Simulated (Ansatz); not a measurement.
# SiH₃F + H₂: a complex and its separated parts

Aim: how far the complex at one end of a reaction step lies below its separated, relaxed parts, level by level.

Program: Ansatz 0.2.0, Gaussian basis. Level of theory: PBE0-D4/def2-TZVP structures, single points in def2-TZVPP, no counterpoise correction. These are calculated values, not measurements.

Levels: SPW92, PBE-D4, BLYP-D4, r2SCAN-D4, B97M-V, PBE0-D4, B3LYP-D4, r2SCAN0-D4, BHLYP-D4, CAM-B3LYP-D4, wB97X-V, wB97M-V, B2PLYP, PBE-QIDH, RPA on PBE, Hartree-Fock, MP2, CCSD, CCSD(T).

Correlated methods freeze the cores. B3LYP uses VWN-RPA correlation. B2PLYP carries no dispersion term here.

78 further runs of the same task are left out: 78 set aside as unsound or not needed.

### Step 1. Where the work starts

The complex: 7 atoms, charge 0, spin multiplicity 1.

Atoms are counted from 1 here; the program's logs count them from 0.

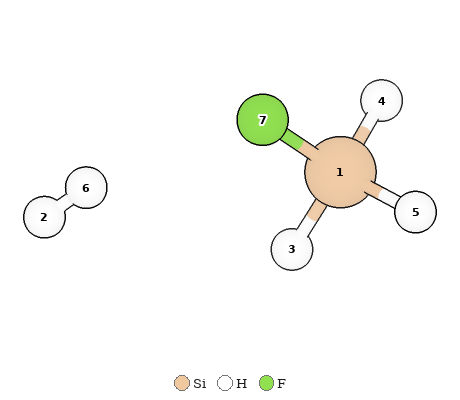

The starting geometry (silicon light orange, hydrogen white, fluorine green); atoms are numbered from 1 in the order of the file.

Geometry (Å):

```
Si   -0.6488    0.8305    0.4375
H     1.6114   -2.1876   -1.4533
H    -0.8369    0.5617   -1.0072
H    -1.9022    0.5742    1.1849
H    -0.1852    2.2209    0.6546
H     1.4847   -1.8345   -0.8075
F     0.4770   -0.1651    0.9909
```

Its parts: SiH₃F holds atoms 1, 3, 4, 5, 7; H₂ holds atoms 2, 6. Each part counts its atoms afresh in its own runs.

### Step 2. Relaxing SiH₃F alone

relax-a/in.yaml

```yaml
crystal:
  periodic: [false, false, false]
  atoms:
    - {symbol: Si, position_ang: [-0.648831, 0.830522, 0.437503]}
    - {symbol: H, position_ang: [-0.836923, 0.561652, -1.007204]}
    - {symbol: H, position_ang: [-1.902190, 0.574223, 1.184890]}
    - {symbol: H, position_ang: [-0.185223, 2.220885, 0.654619]}
    - {symbol: F, position_ang: [0.477000, -0.165058, 0.990876]}
basis:
  gaussian: {orbitals: def2-TZVP}
hamiltonian: {xc: pbe0, dispersion: d4}
relax: {f_tol: 0.005, max_steps: 200}
```

Command:

```sh
ansatz run in.yaml --threads 2 --pin off --events-out ev --progress --plain --max-ram 4352MiB
```

Standard output, cut to the lines that bear on the results:

```text
Functional definition: PBE0
  name "PBE0"
  cite "Adamo & Barone, J. Chem. Phys. 110, 6158 (1999) doi:10.1063/1.478522"
  cite "Perdew, Burke & Ernzerhof, Phys. Rev. Lett. 77, 3865 (1996) doi:10.1103/PhysRevLett.77.3865"
  parent pbe
[...]
556 factors; their error is unknown
[...]
mean field -10640.14961756 eV, -391.0182862929 hartree, gradient 4.3e-5 eV, S^2 0.000000; 0 other end points of the search recorded, 0 dependent functions left out
[...]
reference -10640.14964197 eV, -391.0182871899 hartree; 13, 13 occupied and 73, 73 virtual orbitals, 556 factors
[...]
reference -10640.14970145 eV, -391.0182893757 hartree; 13, 13 occupied and 73, 73 virtual orbitals, 556 factors
Total energy: -10640.18814777 eV, -391.0197022521 hartree
Atom 0 at    -0.647618     0.829510     0.438188 Å, force     0.000506     0.000084     0.000271 eV/Å
Atom 1 at    -0.837251     0.562084    -1.006837 Å, force    -0.000180    -0.000252    -0.000276 eV/Å
Atom 2 at    -1.902231     0.574986     1.184326 Å, force    -0.000407    -0.000351     0.000050 eV/Å
Atom 3 at    -0.186131     2.220862     0.654337 Å, force     0.000283     0.000490     0.000049 eV/Å
Atom 4 at     0.477063    -0.165219     0.990670 Å, force    -0.000202     0.000028    -0.000095 eV/Å
Dipole moment:    -0.185785     0.164270    -0.091270 e Å
```

Wall time 3.4 s (2 threads of Arm Neoverse V1, shared host).

Step by step:

```csv
step,energy from step 1 (eV),largest force component (eV/Å)
1,0.0000,0.0494
2,0.0000,0.0271
3,0.0000,0.0385
4,-0.0001,0.0005
```

Close pairs (by a distance rule), those that changed most:

```csv
bond,before (Å),after (Å),change (Å)
Si1–F5,1.602,1.600,-0.002
Si1–H2,1.482,1.482,+0.000
Si1–H3,1.482,1.482,+0.000
Si1–H4,1.482,1.482,+0.000
```

### Step 3. Relaxing H₂ alone

relax-b/in.yaml

```yaml
crystal:
  periodic: [false, false, false]
  atoms:
    - {symbol: H, position_ang: [1.611399, -2.187603, -1.453251]}
    - {symbol: H, position_ang: [1.484670, -1.834520, -0.807531]}
basis:
  gaussian: {orbitals: def2-TZVP}
hamiltonian: {xc: pbe0, dispersion: d4}
relax: {f_tol: 0.005, max_steps: 200}
```

Command:

```sh
ansatz run in.yaml --threads 2 --pin off --events-out ev --progress --plain --max-ram 4352MiB
```

Standard output, cut to the lines that bear on the results:

```text
[... 5 set-up lines as earlier in the session ...]
[...]
88 factors; their error is unknown
[...]
mean field -31.78864458 eV, -1.1682111410 hartree, gradient 1.7e-5 eV, S^2 0.000000; 0 other end points of the search recorded, 0 dependent functions left out
[...]
reference -31.78866861 eV, -1.1682120243 hartree; 1, 1 occupied and 11, 11 virtual orbitals, 88 factors
Total energy: -31.79027516 eV, -1.1682710638 hartree
Atom 0 at     1.611344    -2.187450    -1.452971 Å, force    -0.000103     0.000287     0.000525 eV/Å
Atom 1 at     1.484725    -1.834673    -0.807811 Å, force     0.000103    -0.000287    -0.000525 eV/Å
Dipole moment:    -0.000000     0.000000     0.000000 e Å
```

It took 0.15 s on 2 threads of Arm Neoverse V1, shared host.

The steps of the relaxation:

```csv
step,energy from step 1 (eV),largest force component (eV/Å)
1,0.0000,0.0207
2,0.0000,0.0005
```

The bond:

```csv
bond,before (Å),after (Å),change (Å)
H1–H2,0.747,0.746,-0.001
```

### Step 4. SPW92/def2-TZVPP

parta/in.yaml

```yaml
crystal:
  periodic: [false, false, false]
  atoms:
    - {symbol: Si, position_ang: [-0.647618, 0.829510, 0.438188]}
    - {symbol: H, position_ang: [-0.837251, 0.562084, -1.006837]}
    - {symbol: H, position_ang: [-1.902231, 0.574986, 1.184326]}
    - {symbol: H, position_ang: [-0.186131, 2.220862, 0.654337]}
    - {symbol: F, position_ang: [0.477063, -0.165219, 0.990670]}
basis:
  gaussian: {orbitals: def2-TZVPP}
hamiltonian: {xc: lda}
```

partb/in.yaml

```yaml
crystal:
  periodic: [false, false, false]
  atoms:
    - {symbol: H, position_ang: [1.611344, -2.187450, -1.452971]}
    - {symbol: H, position_ang: [1.484725, -1.834673, -0.807811]}
basis:
  gaussian: {orbitals: def2-TZVPP}
hamiltonian: {xc: lda}
```

The same command starts each run, in its folder.

Command:

```sh
ansatz run in.yaml --threads 2 --pin off --events-out ev --progress --plain --max-ram 4352MiB
```

Output in parta, cut to the lines that bear on the results:

```text
Functional definition: SPW92
  name "SPW92"
  cite "Dirac, Proc. Camb. Phil. Soc. 26, 376 (1930) doi:10.1017/S0305004100016108"
  cite "Slater, Phys. Rev. 81, 385 (1951) doi:10.1103/PhysRev.81.385"
  cite "Perdew & Wang, Phys. Rev. B 45, 13244 (1992) doi:10.1103/PhysRevB.45.13244"
[...]
621 factors; their error is unknown
[...]
mean field -10596.33887756 eV, -389.4082712937 hartree, gradient 1.6e-5 eV, S^2 0.000000; 0 other end points of the search recorded, 0 dependent functions left out
reference -10596.33890724 eV, -389.4082723845 hartree; 13, 13 occupied and 102, 102 virtual orbitals, 621 factors
Total energy: -10596.33890724 eV, -389.4082723845 hartree
```

Log of partb, cut to the lines that bear on the results:

```text
[... 5 set-up lines as earlier in the session ...]
[...]
118 factors; their error is unknown
[...]
mean field -30.93527537 eV, -1.1368504013 hartree, gradient 4.4e-5 eV, S^2 0.000000; 0 other end points of the search recorded, 0 dependent functions left out
reference -30.93529605 eV, -1.1368511612 hartree; 1, 1 occupied and 27, 27 virtual orbitals, 118 factors
Total energy: -30.93529605 eV, -1.1368511612 hartree
```

They took 0.4 s (parta), 0.1 s (partb) on 2 threads of Arm Neoverse V1, shared host.

### Step 5. PBE-D4/def2-TZVPP

Each input of step 4 (parta, partb) changes in the same lines:

```diff
-hamiltonian: {xc: lda}
+hamiltonian: {xc: pbe, dispersion: d4}
```

One command serves all of them, each in its own folder.

Command:

```sh
ansatz run in.yaml --threads 2 --pin off --events-out ev --progress --plain --max-ram 4352MiB
```

Log of parta, cut to the lines that bear on the results:

```text
Functional definition: PBE
  name "PBE"
[... 2 set-up lines as earlier in the session ...]
[...]
621 factors; their error is unknown
[...]
mean field -10639.26720362 eV, -390.9858581787 hartree, gradient 2.0e-5 eV, S^2 0.000000; 0 other end points of the search recorded, 0 dependent functions left out
reference -10639.26723516 eV, -390.9858593379 hartree; 13, 13 occupied and 102, 102 virtual orbitals, 621 factors
Total energy: -10639.31417813 eV, -390.9875844600 hartree
```

partb printed, cut to the lines that bear on the results:

```text
[... 4 set-up lines as earlier in the session ...]
[...]
118 factors; their error is unknown
[...]
mean field -31.73221712 eV, -1.1661374703 hartree, gradient 3.1e-5 eV, S^2 0.000000; 0 other end points of the search recorded, 0 dependent functions left out
reference -31.73223880 eV, -1.1661382669 hartree; 1, 1 occupied and 27, 27 virtual orbitals, 118 factors
Total energy: -31.73425801 eV, -1.1662124716 hartree
```

Times: 0.65 s (parta), 0.1 s (partb) on 2 threads of Arm Neoverse V1, shared host.

### Step 6. BLYP-D4/def2-TZVPP

Each input of step 5 (parta, partb) changes in the same lines:

```diff
-hamiltonian: {xc: pbe, dispersion: d4}
+hamiltonian: {xc: {name: BLYP}, dispersion: d4}
```

The same command starts each run, in its folder.

Command:

```sh
ansatz run in.yaml --threads 2 --pin off --events-out ev --progress --plain --max-ram 4352MiB
```

Log of parta, cut to the lines that bear on the results:

```text
Functional definition: BLYP
  name "BLYP"
  cite "Becke, Phys. Rev. A 38, 3098 (1988) doi:10.1103/PhysRevA.38.3098"
  cite "Lee, Yang & Parr, Phys. Rev. B 37, 785 (1988) doi:10.1103/PhysRevB.37.785"
[...]
621 factors; their error is unknown
[...]
mean field -10645.84667392 eV, -391.2276492526 hartree, gradient 7.7e-5 eV, S^2 0.000000; 0 other end points of the search recorded, 0 dependent functions left out
reference -10645.84693887 eV, -391.2276589893 hartree; 13, 13 occupied and 102, 102 virtual orbitals, 621 factors
Total energy: -10645.95549779 eV, -391.2316484560 hartree
```

partb printed, cut to the lines that bear on the results:

```text
[... 4 set-up lines as earlier in the session ...]
[...]
118 factors; their error is unknown
[...]
mean field -31.82604596 eV, -1.1695856165 hartree, gradient 8.3e-5 eV, S^2 0.000000; 0 other end points of the search recorded, 0 dependent functions left out
reference -31.82623838 eV, -1.1695926879 hartree; 1, 1 occupied and 27, 27 virtual orbitals, 118 factors
Total energy: -31.83113625 eV, -1.1697726812 hartree
```

Wall times: 0.65 s (parta), 0.1 s (partb) on 2 threads of Arm Neoverse V1, shared host.

### Step 7. r2SCAN-D4/def2-TZVPP

Each input of step 6 (parta, partb) changes in the same lines:

```diff
-hamiltonian: {xc: {name: BLYP}, dispersion: d4}
+hamiltonian: {xc: r2scan, dispersion: d4}
```

Each run has its own folder and the same command.

Command:

```sh
ansatz run in.yaml --threads 2 --pin off --events-out ev --progress --plain --max-ram 4352MiB
```

parta printed, cut to the lines that bear on the results:

```text
Functional definition: r2SCAN
  name "r2SCAN"
  cite "Furness, Kaplan, Ning, Perdew & Sun, J. Phys. Chem. Lett. 11, 8208 (2020) doi:10.1021/acs.jpclett.0c02405"
  cite "Furness, Kaplan, Ning, Perdew & Sun, J. Phys. Chem. Lett. 11, 9248 (2020) doi:10.1021/acs.jpclett.0c03077"
  parent r2scan
[...]
621 factors; their error is unknown
[...]
mean field -10644.31847414 eV, -391.1714889464 hartree, gradient 8.6e-6 eV, S^2 0.000000; 0 other end points of the search recorded, 0 dependent functions left out
reference -10644.31848383 eV, -391.1714893025 hartree; 13, 13 occupied and 102, 102 virtual orbitals, 621 factors
Total energy: -10644.32900252 eV, -391.1718758572 hartree
```

partb printed, cut to the lines that bear on the results:

```text
[... 5 set-up lines as earlier in the session ...]
[...]
118 factors; their error is unknown
[...]
mean field -31.87205425 eV, -1.1712763899 hartree, gradient 4.1e-5 eV, S^2 0.000000; 0 other end points of the search recorded, 0 dependent functions left out
reference -31.87206087 eV, -1.1712766331 hartree; 1, 1 occupied and 27, 27 virtual orbitals, 118 factors
Total energy: -31.87256225 eV, -1.1712950585 hartree
```

Times: 1.6 s (parta), 0.35 s (partb) on 2 threads of Arm Neoverse V1, shared host.

### Step 8. B97M-V/def2-TZVPP

Each input of step 7 (parta, partb) changes in the same lines:

```diff
-hamiltonian: {xc: r2scan, dispersion: d4}
+hamiltonian: {xc: {name: B97M-V}}
```

Each run has its own folder and the same command.

Command:

```sh
ansatz run in.yaml --threads 2 --pin off --events-out ev --progress --plain --max-ram 4352MiB
```

parta printed, cut to the lines that bear on the results:

```text
Functional definition: B97M-V
  name "B97M-V"
  cite "Mardirossian & Head-Gordon, J. Chem. Phys. 142, 074111 (2015) doi:10.1063/1.4907719"
  cite "Becke, J. Chem. Phys. 107, 8554 (1997) doi:10.1063/1.475007"
  cite "Vydrov & Van Voorhis, J. Chem. Phys. 133, 244103 (2010) doi:10.1063/1.3521275"
  # Of w^i u^j: cxij and so on, Table III.
[...]
  gx(w, u) = cx00 + cx01*u + cx02*u^2 + (cx10 + cx11*u)*w
[...]
  gos(w, u) = cos00 + cos01*u + cos03*u^3 + cos10*w + cos32*w^3*u^2
[...]
      + integral(e_c_pw_mod_opposite_spin*gos(b97_w_opposite, b97_u_opposite)) + vv10(b, c)
621 factors; their error is unknown
[...]
mean field -10643.19348894 eV, -391.1301465028 hartree, gradient 3.7e-5 eV, S^2 0.000000; 0 other end points of the search recorded, 0 dependent functions left out
reference -10643.19353765 eV, -391.1301482931 hartree; 13, 13 occupied and 102, 102 virtual orbitals, 621 factors
Total energy: -10643.19353765 eV, -391.1301482931 hartree
```

Output in partb, cut to the lines that bear on the results:

```text
[... 5 set-up lines as earlier in the session ...]
  # Of w^i u^j: cxij and so on, Table III.
[...]
  gx(w, u) = cx00 + cx01*u + cx02*u^2 + (cx10 + cx11*u)*w
  gss(w, u) = css00 + css02*u^2 + css10*w + (css32*w^3 + css42*w^4)*u^2
  gos(w, u) = cos00 + cos01*u + cos03*u^3 + cos10*w + cos32*w^3*u^2
[...]
      + integral(e_c_pw_mod_opposite_spin*gos(b97_w_opposite, b97_u_opposite)) + vv10(b, c)
118 factors; their error is unknown
[...]
mean field -31.90530273 eV, -1.1724982492 hartree, gradient 8.2e-6 eV, S^2 0.000000; 0 other end points of the search recorded, 0 dependent functions left out
reference -31.90533241 eV, -1.1724993400 hartree; 1, 1 occupied and 27, 27 virtual orbitals, 118 factors
Total energy: -31.90533241 eV, -1.1724993400 hartree
```

They took 3 s (parta), 0.25 s (partb) on 2 threads of Arm Neoverse V1, shared host.

### Step 9. PBE0-D4/def2-TZVPP

Each input of step 8 (parta, partb) changes in the same lines:

```diff
-hamiltonian: {xc: {name: B97M-V}}
+hamiltonian: {xc: pbe0, dispersion: d4}
+output: {orbitals: {seedname: orbitals}}
```

Each run has its own folder and the same command.

Command:

```sh
ansatz run in.yaml --threads 2 --pin off --events-out ev --progress --plain --max-ram 4352MiB
```

Log of parta, cut to the lines that bear on the results:

```text
[... 5 set-up lines as earlier in the session ...]
[...]
624 factors; their error is unknown
[...]
mean field -10640.16339006 eV, -391.0187924229 hartree, gradient 7.8e-5 eV, S^2 0.000000; 0 other end points of the search recorded, 0 dependent functions left out
reference -10640.16341385 eV, -391.0187932973 hartree; 13, 13 occupied and 102, 102 virtual orbitals, 624 factors
Total energy: -10640.20186018 eV, -391.0202061738 hartree
```

Output in partb, cut to the lines that bear on the results:

```text
[... 5 set-up lines as earlier in the session ...]
[...]
118 factors; their error is unknown
[...]
mean field -31.79610838 eV, -1.1684854309 hartree, gradient 5.5e-5 eV, S^2 0.000000; 0 other end points of the search recorded, 0 dependent functions left out
reference -31.79612437 eV, -1.1684860186 hartree; 1, 1 occupied and 27, 27 virtual orbitals, 118 factors
Total energy: -31.79773092 eV, -1.1685450580 hartree
```

Times: 0.7 s (parta), 0.1 s (partb) on 2 threads of Arm Neoverse V1, shared host.

### Step 10. B3LYP-D4/def2-TZVPP

The same edit goes into each in.yaml of step 9 (parta, partb):

```diff
-hamiltonian: {xc: pbe0, dispersion: d4}
-output: {orbitals: {seedname: orbitals}}
+hamiltonian: {xc: {name: B3LYP}, dispersion: d4}
```

The same command starts each run, in its folder.

Command:

```sh
ansatz run in.yaml --threads 2 --pin off --events-out ev --progress --plain --max-ram 4352MiB
```

Output in parta, cut to the lines that bear on the results:

```text
Functional definition: B3LYP
  name "B3LYP"
  cite "Stephens, Devlin, Chabalowski & Frisch, J. Phys. Chem. 98, 11623 (1994) doi:10.1021/j100096a001"
[... 2 set-up lines as earlier in the session ...]
  cite "Vosko, Wilk & Nusair, Can. J. Phys. 58, 1200 (1980) doi:10.1139/p80-159"
[...]
624 factors; their error is unknown
[...]
mean field -10647.01142307 eV, -391.2704529943 hartree, gradient 5.7e-5 eV, S^2 0.000000; 0 other end points of the search recorded, 0 dependent functions left out
reference -10647.01162103 eV, -391.2704602693 hartree; 13, 13 occupied and 102, 102 virtual orbitals, 624 factors
Total energy: -10647.08797693 eV, -391.2732662967 hartree
```

partb printed, cut to the lines that bear on the results:

```text
[... 6 set-up lines as earlier in the session ...]
[...]
118 factors; their error is unknown
[...]
mean field -32.10923113 eV, -1.1799924795 hartree, gradient 4.6e-5 eV, S^2 0.000000; 0 other end points of the search recorded, 0 dependent functions left out
reference -32.10937323 eV, -1.1799977017 hartree; 1, 1 occupied and 27, 27 virtual orbitals, 118 factors
Total energy: -32.11252430 eV, -1.1801135013 hartree
```

They took 0.8 s (parta), 0.1 s (partb) on 2 threads of Arm Neoverse V1, shared host.

### Step 11. r2SCAN0-D4/def2-TZVPP

The same edit goes into each in.yaml of step 10 (parta, partb):

```diff
-hamiltonian: {xc: {name: B3LYP}, dispersion: d4}
+hamiltonian: {xc: {name: r2SCAN0}, dispersion: d4}
```

One command serves all of them, each in its own folder.

Command:

```sh
ansatz run in.yaml --threads 2 --pin off --events-out ev --progress --plain --max-ram 4352MiB
```

Output in parta, cut to the lines that bear on the results:

```text
Functional definition: r2SCAN0
  name "r2SCAN0"
  cite "Bursch, Neugebauer, Ehlert & Grimme, J. Chem. Phys. 156, 134105 (2022) doi:10.1063/5.0086040"
[... 3 set-up lines as earlier in the session ...]
[...]
624 factors; their error is unknown
[...]
mean field -10643.88440628 eV, -391.1555372468 hartree, gradient 1.9e-5 eV, S^2 0.000000; 0 other end points of the search recorded, 0 dependent functions left out
reference -10643.88441399 eV, -391.1555375301 hartree; 13, 13 occupied and 102, 102 virtual orbitals, 624 factors
Total energy: -10643.89665919 eV, -391.1559875329 hartree
```

Output in partb, cut to the lines that bear on the results:

```text
[... 6 set-up lines as earlier in the session ...]
[...]
118 factors; their error is unknown
[...]
mean field -31.85187596 eV, -1.1705348515 hartree, gradient 1.4e-5 eV, S^2 0.000000; 0 other end points of the search recorded, 0 dependent functions left out
reference -31.85188109 eV, -1.1705350399 hartree; 1, 1 occupied and 27, 27 virtual orbitals, 118 factors
Total energy: -31.85242246 eV, -1.1705549350 hartree
```

Times: 1.5 s (parta), 0.35 s (partb) on 2 threads of Arm Neoverse V1, shared host.

### Step 12. BHLYP-D4/def2-TZVPP

Each input of step 11 (parta, partb) changes in the same lines:

```diff
-hamiltonian: {xc: {name: r2SCAN0}, dispersion: d4}
+hamiltonian: {xc: {name: BHLYP}, dispersion: d4}
```

Each run has its own folder and the same command.

Command:

```sh
ansatz run in.yaml --threads 2 --pin off --events-out ev --progress --plain --max-ram 4352MiB
```

parta printed, cut to the lines that bear on the results:

```text
Functional definition: BHLYP
  name "BHLYP"
  cite "Becke, J. Chem. Phys. 98, 1372 (1993) doi:10.1063/1.464304"
[... 2 set-up lines as earlier in the session ...]
[...]
662 factors; their error is unknown
[...]
mean field -10645.36170059 eV, -391.2098268114 hartree, gradient 1.4e-5 eV, S^2 0.000000; 0 other end points of the search recorded, 0 dependent functions left out
reference -10645.36183499 eV, -391.2098317506 hartree; 13, 13 occupied and 102, 102 virtual orbitals, 662 factors
Total energy: -10645.41597154 eV, -391.2118212320 hartree
```

Output in partb, cut to the lines that bear on the results:

```text
[... 5 set-up lines as earlier in the session ...]
[...]
118 factors; their error is unknown
[...]
mean field -31.83806405 eV, -1.1700272732 hartree, gradient 5.6e-5 eV, S^2 0.000000; 0 other end points of the search recorded, 0 dependent functions left out
reference -31.83815961 eV, -1.1700307850 hartree; 1, 1 occupied and 27, 27 virtual orbitals, 118 factors
Total energy: -31.83990319 eV, -1.1700948604 hartree
```

They took 0.8 s (parta), 0.1 s (partb) on 2 threads of Arm Neoverse V1, shared host.

### Step 13. CAM-B3LYP-D4/def2-TZVPP

Each input of step 12 (parta, partb) changes in the same lines:

```diff
-hamiltonian: {xc: {name: BHLYP}, dispersion: d4}
+hamiltonian: {xc: {name: CAM-B3LYP}, dispersion: d4}
```

Each run has its own folder and the same command.

Command:

```sh
ansatz run in.yaml --threads 2 --pin off --events-out ev --progress --plain --max-ram 4352MiB
```

Log of parta, cut to the lines that bear on the results:

```text
Functional definition: CAM-B3LYP
  name "CAM-B3LYP"
  cite "Yanai, Tew & Handy, Chem. Phys. Lett. 393, 51 (2004) doi:10.1016/j.cplett.2004.06.011"
  cite "Iikura, Tsuneda, Yanai & Hirao, J. Chem. Phys. 115, 3540 (2001) doi:10.1063/1.1383587"
[... 2 set-up lines as earlier in the session ...]
[...]
  # Exact exchange under (alpha + beta erf(omega r))/r, Becke's under what is left of 1/r.
[...]
624 factors; their error is unknown
153 factors; integrals over basis functions are off by at most 1.2e-5 eV
[...]
mean field -10645.87063205 eV, -391.2285296975 hartree, gradient 5.3e-5 eV, S^2 0.000000; 0 other end points of the search recorded, 0 dependent functions left out
reference -10645.87072825 eV, -391.2285332329 hartree; 13, 13 occupied and 102, 102 virtual orbitals, 624 factors
Total energy: -10645.90889138 eV, -391.2299357019 hartree
```

Log of partb, cut to the lines that bear on the results:

```text
[... 6 set-up lines as earlier in the session ...]
[...]
  # Exact exchange under (alpha + beta erf(omega r))/r, Becke's under what is left of 1/r.
[...]
118 factors; their error is unknown
42 factors; integrals over basis functions are off by at most 6.3e-5 eV
[...]
mean field -31.88030493 eV, -1.1715795970 hartree, gradient 6.4e-5 eV, S^2 0.000000; 0 other end points of the search recorded, 0 dependent functions left out
reference -31.88037487 eV, -1.1715821672 hartree; 1, 1 occupied and 27, 27 virtual orbitals, 118 factors
Total energy: -31.88188826 eV, -1.1716377833 hartree
```

Times: 0.85 s (parta), 0.15 s (partb) on 2 threads of Arm Neoverse V1, shared host.

(Part 1 of 2 ends here.)
